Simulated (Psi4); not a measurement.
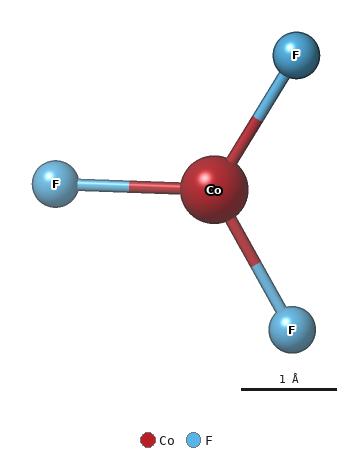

Fig. 1: The structure (ball-and-stick view, seen at a tilt). Sticks mark near contacts.

**Single-point calculation, with input and output: CoF₃**

The run: single-point calculation of CoF₃, multiplicity 5, SMILES [F][Co]([F])[F]. Method and program: SCS-MP2/aug-cc-pVDZ, UHF (Psi4 1.11).

The geometry was optimised with SVWN-RPA/6-31G**.

## Input (calc.dat)
```
memory 1.6 GB

molecule {
  0 5
  Co
  F 1 1.689409
  F 1 1.689235 2 120.33015
  F 1 1.68997 3 119.41384 2 179.86613
  units angstrom
  symmetry c1
}

set basis aug-cc-pVDZ
set reference uhf
set freeze_core true

energy_value, wavefunction = energy("scs-mp2", return_wfn=True)
```

Machine: 1 thread of Intel Xeon (Granite Rapids), 16 GiB of memory available, shared host.

Launched with:
```bash
psi4 -n 1 calc.dat calc.out
```

## Output
```
Psi4 1.11 release

   => Loading Basis Set <=

    Name: AUG-CC-PVDZ
    Role: ORBITAL
    Keyword: BASIS

         ---------------------------------------------------------
                                   SCF
                              UHF Reference
                        1 Threads,   1525 MiB Core
         ---------------------------------------------------------

  ==> Geometry <==

    Molecular point group: c1
    Full point group: C1

    Geometry (in Angstrom), charge = 0, multiplicity = 5:

       Center              X                  Y                   Z               Mass
    ------------   -----------------  -----------------  -----------------  -----------------
         CO           0.000563679315     0.000284405398     0.002480600537    58.933194290000
         F            0.000563679315     0.000284405398     1.691889600537    18.998403162730
         F            0.000563679315     1.458313709904    -0.850552477617    18.998403162730
         F           -0.002875896247    -1.459480343058    -0.849031965070    18.998403162730

  Running in c1 symmetry.

  Rotational constants: A =      0.20845  B =      0.20603  C =      0.10362 [cm^-1]
  Rotational constants: A =   6249.15119  B =   6176.51439  C =   3106.31169 [MHz]
  Nuclear repulsion =  272.271197360602514

  Charge       = 0
  Multiplicity = 5
  Electrons    = 54
  Nalpha       = 29
  Nbeta        = 25

  ==> Algorithm <==

  SCF Algorithm Type is PK.
  DIIS enabled.
  MOM disabled.
  Fractional occupation disabled.
  Guess Type is SAD.
  Energy threshold   = 1.00e-08
  Density threshold  = 1.00e-08
  Integral threshold = 1.00e-12

  ==> Primary Basis <==

  Basis Set: AUG-CC-PVDZ
    Blend: AUG-CC-PVDZ
    Number of shells: 46
    Number of basis functions: 128
    Number of Cartesian functions: 144
    Spherical Harmonics?: true
    Max angular momentum: 3

  ==> Integral Setup <==

  Using in-core PK algorithm.
   Calculation information:
      Number of atoms:                   4
      Number of AO shells:              46
      Number of primitives:            253
      Number of atomic orbitals:       144
      Number of basis functions:       128

      Integral cutoff                 1.00e-12
      Number of threads:                 1

  Performing in-core PK
  Using 68169792 doubles for integral storage.
  We computed 571092 shell quartets total.
  Whereas there are 584821 unique shell quartets.

  ==> DiskJK: Disk-Based J/K Matrices <==

    J tasked:                  Yes
    K tasked:                  Yes
    wK tasked:                  No
    Memory [MiB]:             1144
    Schwarz Cutoff:          1E-12

  Minimum eigenvalue in the overlap matrix is 4.5889346888E-04.
  Reciprocal condition number of the overlap matrix is 8.0569878165E-05.
    Using symmetric orthogonalization.

  ==> Pre-Iterations <==

  SCF Guess: Superposition of Atomic Densities via on-the-fly atomic UHF (no occupation information).

   -------------------------
    Irrep   Nso     Nmo
   -------------------------
     A        128     128
   -------------------------
    Total     128     128
   -------------------------

  ==> Iterations <==

                        Total Energy        Delta E     RMS |[F,P]|

   @UHF iter SAD: -1676.92357180097497   -1.67692e+03   0.00000e+00
   @UHF iter   1: -1675.10577538843449    1.81780e+00   3.20751e-02 ADIIS/DIIS
   @UHF iter   2: -1655.80652383560891    1.92993e+01   5.14355e-02 ADIIS/DIIS
   @UHF iter   3: -1679.45192313381699   -2.36454e+01   4.53735e-03 ADIIS/DIIS
   @UHF iter   4: -1679.69379101333539   -2.41868e-01   4.70425e-03 ADIIS/DIIS
   @UHF iter   5: -1679.78672813390881   -9.29371e-02   2.94520e-03 ADIIS/DIIS
   @UHF iter   6: -1679.84955009941655   -6.28220e-02   6.28605e-04 ADIIS/DIIS
   @UHF iter   7: -1679.85482216587252   -5.27207e-03   2.94364e-04 ADIIS/DIIS
   @UHF iter   8: -1679.85634880389375   -1.52664e-03   1.83634e-04 ADIIS/DIIS
   @UHF iter   9: -1679.85712916425314   -7.80360e-04   4.13831e-05 DIIS
   @UHF iter  10: -1679.85714292438615   -1.37601e-05   3.11449e-05 DIIS
   @UHF iter  11: -1679.85714963509736   -6.71071e-06   4.93130e-06 DIIS
   @UHF iter  12: -1679.85714991126656   -2.76169e-07   4.68598e-06 DIIS
   @UHF iter  13: -1679.85715012347259   -2.12206e-07   1.90282e-06 DIIS
   @UHF iter  14: -1679.85715016024642   -3.67738e-08   3.44721e-07 DIIS
   @UHF iter  15: -1679.85715016315135   -2.90493e-09   1.70726e-07 DIIS
   @UHF iter  16: -1679.85715016426661   -1.11527e-09   1.36568e-07 DIIS
   @UHF iter  17: -1679.85715016589643   -1.62981e-09   1.05129e-07 DIIS
   @UHF iter  18: -1679.85715016794711   -2.05068e-09   3.93479e-08 DIIS
   @UHF iter  19: -1679.85715016812151   -1.74396e-10   1.14026e-08 DIIS
   @UHF iter  20: -1679.85715016812787   -6.36646e-12   4.94653e-09 DIIS
  Energy and wave function converged.

  ==> Post-Iterations <==

   @Spin Contamination Metric:   1.633197718E-02
   @S^2 Expected:                6.000000000E+00
   @S^2 Observed:                6.016331977E+00
   @S   Expected:                2.000000000E+00
   @S   Observed:                2.000000000E+00

    Orbital Energies [Eh]
    ---------------------

    Alpha Occupied:

       1A   -283.310449     2A    -35.214701     3A    -30.473484
       4A    -30.473228     5A    -30.443235     6A    -26.308274
       7A    -26.307803     8A    -26.307569     9A     -4.971281
      10A     -3.507973    11A     -3.507362    12A     -3.438856
      13A     -1.601065    14A     -1.593673    15A     -1.593356
      16A     -1.051169    17A     -1.051136    18A     -1.022969
      19A     -1.022641    20A     -0.962033    21A     -0.716657
      22A     -0.693474    23A     -0.693123    24A     -0.677402
      25A     -0.657420    26A     -0.651796    27A     -0.651438
      28A     -0.632365    29A     -0.631940

    Alpha Virtual:

      30A      0.014689    31A      0.027310    32A      0.036399
      33A      0.036498    34A      0.071856    35A      0.094032
      36A      0.109846    37A      0.109984    38A      0.114425
      39A      0.114441    40A      0.114907    41A      0.140291
      42A      0.140620    43A      0.235056    44A      0.267655
      45A      0.320090    46A      0.320446    47A      0.340185
      48A      0.341748    49A      0.348459    50A      0.348507
      51A      0.350836    52A      0.365693    53A      0.366038
      54A      0.406567    55A      0.407588    56A      0.413911
      57A      0.415304    58A      0.428387    59A      0.576052
      60A      0.576612    61A      0.611881    62A      0.699316
      63A      0.700094    64A      1.075247    65A      1.120191
      66A      1.122812    67A      1.200046    68A      1.200383
      69A      1.221452    70A      1.234426    71A      1.289836
      72A      1.317735    73A      1.319160    74A      1.323556
      75A      1.402235    76A      1.402646    77A      1.421968
      78A      1.424013    79A      1.464555    80A      1.531346
      81A      1.622145    82A      1.625004    83A      1.645461
      84A      1.646178    85A      1.650380    86A      1.663547
      87A      1.736141    88A      1.736319    89A      1.820696
      90A      1.822550    91A      1.853204    92A      1.854526
      93A      2.043875    94A      2.113717    95A      2.277545
      96A      2.296632    97A      2.302209    98A      2.485324
      99A      2.487845   100A      2.489043   101A      2.489841
     102A      2.496081   103A      2.694043   104A      3.901992
     105A      3.986462   106A      3.990956   107A      4.388526
     108A      4.394882   109A      4.396391   110A      4.578052
     111A      4.579461   112A      4.796140   113A      4.845589
     114A      4.907720   115A      4.908384   116A      4.914013
     117A      4.934703   118A      4.935751   119A      4.967146
     120A      5.025354   121A      5.034508   122A      5.035097
     123A      5.053238   124A      5.084856   125A      5.085187
     126A      5.124469   127A      5.164387   128A      5.165015

    Beta Occupied:

       1A   -283.306715     2A    -35.066194     3A    -30.323035
       4A    -30.314042     5A    -30.314040     6A    -26.297762
       7A    -26.297239     8A    -26.297017     9A     -4.601074
      10A     -3.073317    11A     -3.025064    12A     -3.024598
      13A     -1.571266    14A     -1.558934    15A     -1.558511
      16A     -0.822083    17A     -0.688916    18A     -0.688791
      19A     -0.657951    20A     -0.651817    21A     -0.651620
      22A     -0.643826    23A     -0.643102    24A     -0.642786
      25A     -0.617352

    Beta Virtual:

      26A      0.015900    27A      0.027723    28A      0.036435
      29A      0.036524    30A      0.076221    31A      0.077510
      32A      0.077944    33A      0.079135    34A      0.079289
      35A      0.096974    36A      0.111956    37A      0.111987
      38A      0.115337    39A      0.115627    40A      0.115679
      41A      0.142325    42A      0.142544    43A      0.250172
      44A      0.276201    45A      0.329999    46A      0.330164
      47A      0.341510    48A      0.343318    49A      0.350836
      50A      0.350851    51A      0.352318    52A      0.372859
      53A      0.372904    54A      0.423029    55A      0.424124
      56A      0.433358    57A      0.452206    58A      0.453403
      59A      0.594936    60A      0.595993    61A      0.636735
      62A      0.710744    63A      0.711436    64A      1.118344
      65A      1.133057    66A      1.135708    67A      1.225338
      68A      1.225529    69A      1.229827    70A      1.249885
      71A      1.303578    72A      1.323833    73A      1.355431
      74A      1.356621    75A      1.449492    76A      1.450706
      77A      1.468990    78A      1.469126    79A      1.472651
      80A      1.553548    81A      1.646304    82A      1.648528
      83A      1.658172    84A      1.658923    85A      1.663254
      86A      1.677428    87A      1.784456    88A      1.784665
      89A      1.855079    90A      1.856489    91A      1.901437
      92A      1.903529    93A      2.058499    94A      2.156738
      95A      2.296221    96A      2.336273    97A      2.339427
      98A      2.525568    99A      2.559574   100A      2.564555
     101A      2.632643   102A      2.633675   103A      2.757676
     104A      3.957137   105A      4.107230   106A      4.112802
     107A      4.532687   108A      4.658927   109A      4.660685
     110A      4.749143   111A      4.750259   112A      4.860335
     113A      4.915811   114A      4.928833   115A      4.929819
     116A      4.960921   117A      4.962134   118A      4.991200
     119A      5.049605   120A      5.050143   121A      5.067237
     122A      5.088320   123A      5.100090   124A      5.100697
     125A      5.145708   126A      5.178490   127A      5.179147
     128A      5.204300

    Final Occupation by Irrep:
              A
    DOCC [    25 ]
    SOCC [     4 ]
    NA   [    29 ]
    NB   [    25 ]

  @UHF Final Energy: -1679.85715016812787

   => Energetics <=

    Nuclear Repulsion Energy =            272.2711973606025140
    One-Electron Energy =               -2870.7517708326195134
    Two-Electron Energy =                 918.6234233038893535
    Total Energy =                      -1679.8571501681276459

  UHF NO Occupations:
  HONO-2 :   27  A 1.0000000
  HONO-1 :   28  A 1.0000000
  HONO-0 :   29  A 1.0000000
  LUNO+0 :   30  A 0.0021054
  LUNO+1 :   31  A 0.0012501
  LUNO+2 :   32  A 0.0012458
  LUNO+3 :   33  A 0.0008074

Computation Completed

Properties will be evaluated at   0.000000,   0.000000,   0.000000 [a0]

Properties computed using the SCF density matrix

 Multipole Moments:

 ------------------------------------------------------------------------------------
     Multipole            Electronic (a.u.)      Nuclear  (a.u.)        Total (a.u.)
 ------------------------------------------------------------------------------------

 L = 1.  Multiply by 2.5417464519 to convert [e a0] to [Debye]
 Dipole X            :          0.0045413           -0.0009779            0.0035633
 Dipole Y            :          0.0031130           -0.0004934            0.0026195
 Dipole Z            :          0.0207256           -0.0043036            0.0164220
 Magnitude           :                                                    0.0170071

 ------------------------------------------------------------------------------------

	total time  =         51 seconds =       0.85 minutes
 MINTS: Wrapper to libmints.

   Calculation information:
      Number of threads:                 1
      Number of atoms:                   4
      Number of AO shells:              46
      Number of SO shells:              46
      Number of primitives:            253
      Number of atomic orbitals:       144
      Number of basis functions:       128

      Number of irreps:                  1
      Integral cutoff                 1.00e-12
      Number of functions per irrep: [ 128 ]

 OEINTS: Overlap, kinetic, potential, dipole, and quadrupole integrals
         stored in file 35.

      Computing two-electron integrals...done
      Computed 22979344 non-zero two-electron integrals.
        Stored in file 33.

  Module OCC Options:
  ----------------------------------------------------------------------------
  ACTIVE                        => (empty)
  BASIS_RELATIVISTIC            => (empty)
  BENCH                         => (empty)
  CACHELEVEL                    => (empty)
  CCL_ENERGY                    => (empty)
  CC_MAXITER                    => (empty)
  CC_TYPE                       => (empty)
  CEPA_OS_SCALE                 => (empty)
  CEPA_SOS_SCALE                => (empty)
  CEPA_SS_SCALE                 => (empty)
  CEPA_TYPE                     => (empty)
  CI_TYPE                       => (empty)
  CUBEPROP_BASIS_FUNCTIONS      => (empty)
  CUBEPROP_FILEPATH             => (empty)
  CUBEPROP_ISOCONTOUR_THRESHOLD => (empty)
  CUBEPROP_ORBITALS             => (empty)
  CUBEPROP_TASKS                => (empty)
  CUBIC_BASIS_TOLERANCE         => (empty)
  CUBIC_BLOCK_MAX_POINTS        => (empty)
  CUBIC_GRID_OVERAGE            => (empty)
  CUBIC_GRID_SPACING            => (empty)
  CUTOFF                        => (empty)
  DDX                           => (empty)
  DEBUG                         => (empty)
  DERTYPE                       => (empty)
  DF_BASIS_CC                   => (empty)
  DIE_IF_NOT_CONVERGED          => (empty)
  DIIS_MAX_VECS                 => (empty)
  DIIS_MIN_VECS                 => (empty)
  DKH_ORDER                     => (empty)
  DOCC                          => (empty)
  DO_DIIS                       => (empty)
  DO_LEVEL_SHIFT                => (empty)
  DO_SCS                        => (empty)
  DO_SOS                        => (empty)
  E3_SCALE                      => (empty)
  EA_POLES                      => (empty)
  EKT_EA                        => (empty)
  EKT_IP                        => (empty)
  EP_EA_POLES                   => (empty)
  EP_IP_POLES                   => (empty)
  EP_MAXITER                    => (empty)
  EXTERNAL_POTENTIAL_SYMMETRY   => (empty)
  E_CONVERGENCE                 => 1e-06           !
  FREEZE_CORE                   => TRUE            !
  FREEZE_CORE_POLICY            => (empty)
  FROZEN_DOCC                   => (empty)
  FROZEN_UOCC                   => (empty)
  INTEGRAL_PACKAGE              => (empty)
  IP_POLES                      => (empty)
  LEVEL_SHIFT                   => (empty)
  LITERAL_CFOUR                 => (empty)
  LS_THC_BASIS_TOLERANCE        => (empty)
  LS_THC_DF                     => (empty)
  LS_THC_PRUNING_SCHEME         => (empty)
  LS_THC_RADIAL_POINTS          => (empty)
  LS_THC_SPHERICAL_POINTS       => (empty)
  LS_THC_S_EPSILON              => (empty)
  LS_THC_WEIGHTS_TOLERANCE      => (empty)
  MAT_NUM_COLUMN_PRINT          => (empty)
  MAX_MOGRAD_CONVERGENCE        => (empty)
  MAX_RADIAL_MOMENT             => (empty)
  MBIS_D_CONVERGENCE            => (empty)
  MBIS_MAXITER                  => (empty)
  MBIS_PRUNING_SCHEME           => (empty)
  MBIS_RADIAL_POINTS            => (empty)
  MBIS_SPHERICAL_POINTS         => (empty)
  MOGRAD_DAMPING                => (empty)
  MOLDEN_WITH_VIRTUAL           => (empty)
  MO_MAXITER                    => (empty)
  MO_READ                       => (empty)
  MO_STEP_MAX                   => (empty)
  MO_WRITE                      => (empty)
  MP2_OS_SCALE                  => (empty)
  MP2_SOS_SCALE                 => (empty)
  MP2_SOS_SCALE2                => (empty)
  MP2_SS_SCALE                  => (empty)
  MP2_TYPE                      => (empty)
  MP_TYPE                       => (empty)
  NAT_ORBS                      => (empty)
  NUM_FROZEN_DOCC               => (empty)
  NUM_FROZEN_UOCC               => (empty)
  NUM_GPUS                      => (empty)
  OCC_ORBS_PRINT                => (empty)
  OEPROP                        => (empty)
  OPT_METHOD                    => (empty)
  ORBITAL_OPTIMIZER_PACKAGE     => (empty)
  ORB_OPT                       => FALSE           !
  ORB_RESP_SOLVER               => (empty)
  ORTH_TYPE                     => (empty)
  OS_SCALE                      => (empty)
  PARENT_SYMMETRY               => (empty)
  PCG_BETA_TYPE                 => (empty)
  PCG_CONVERGENCE               => (empty)
  PCG_MAXITER                   => (empty)
  PCM                           => (empty)
  PE                            => (empty)
  PRINT                         => (empty)
  PRINT_NOONS                   => (empty)
  PROPERTIES                    => (empty)
  PROPERTIES_ORIGIN             => (empty)
  PUREAM                        => (empty)
  QC_MODULE                     => (empty)
  RAS1                          => (empty)
  RAS2                          => (empty)
  RAS3                          => (empty)
  RAS4                          => (empty)
  RELATIVISTIC                  => (empty)
  RELAXED                       => (empty)
  REMP_A                        => (empty)
  RESTRICTED_DOCC               => (empty)
  RESTRICTED_UOCC               => (empty)
  RMS_MOGRAD_CONVERGENCE        => (empty)
  R_CONVERGENCE                 => (empty)
  SCF_TYPE                      => (empty)
  SCREENING                     => (empty)
  SCS_TYPE                      => (empty)
  SOCC                          => (empty)
  SOS_TYPE                      => (empty)
  SPIN_SCALE_TYPE               => SCS             !
  SS_SCALE                      => (empty)
  SYMMETRIZE                    => (empty)
  TPDM_ABCD_TYPE                => (empty)
  WFN                           => (empty)
  WFN_TYPE                      => OMP2            !
  WRITER_FILE_LABEL             => (empty)
  ZORA_BASIS_TOLERANCE          => (empty)
  ZORA_NR_DEBUG                 => (empty)
  ZORA_PRUNING_SCHEME           => (empty)
  ZORA_RADIAL_POINTS            => (empty)
  ZORA_SPHERICAL_POINTS         => (empty)

 ==============================================================================
 ==============================================================================
 ==============================================================================

                             MP2

 ==============================================================================
 ==============================================================================
 ==============================================================================

	MO spaces per irreps...

	IRREP   FC   AOCC  BOCC  AVIR    BVIR  FV
	==========================================
	   A    12    17    13    99    103     0
	==========================================

	Computing MP2 energy using SCF MOs (Canonical MP2)...
	==============================================================================
	Nuclear Repulsion Energy (a.u.)    :   272.27119736060251
	SCF Energy (a.u.)                  : -1679.85715016812787
	REF Energy (a.u.)                  : -1679.85715016812787
	Alpha-Alpha Contribution (a.u.)    :    -0.15846431247737
	Alpha-Beta Contribution (a.u.)     :    -0.57794873495436
	Beta-Beta Contribution (a.u.)      :    -0.11470513115890
	Scaled_SS Correlation Energy (a.u.):    -0.09105648121209
	Scaled_OS Correlation Energy (a.u.):    -0.69353848194523
	SCS-MP2 Total Energy (a.u.)        : -1680.64174513128523
	SOS-MP2 Total Energy (a.u.)        : -1680.55068865007320
	SCSN-MP2 Total Energy (a.u.)       : -1680.33792838892759
	SCS-MP2-VDW Total Energy (a.u.)    : -1680.73350927068782
	SOS-PI-MP2 Total Energy (a.u.)     : -1680.66627839706393
	MP2 Correlation Energy (a.u.)      :    -0.85111817859063
	MP2 Total Energy (a.u.)            : -1680.70826834671857
	==============================================================================

	total time  =          5 seconds =       0.08 minutes

    Psi4 run time: 0:01:34.08
```

## Key numbers

| quantity | value |
| --- | --- |
| outcome | converged |
| total energy | −1680.641745 hartree |
| SCF energy | −1679.857150 hartree |
| MP2 energy | −1680.708268 hartree |
| correlation energy | −0.784595 hartree |
| basis functions | 128 |
| ⟨S²⟩ | 6.016 |
| wall time | 95 s |
| peak memory | 1.7 GiB |
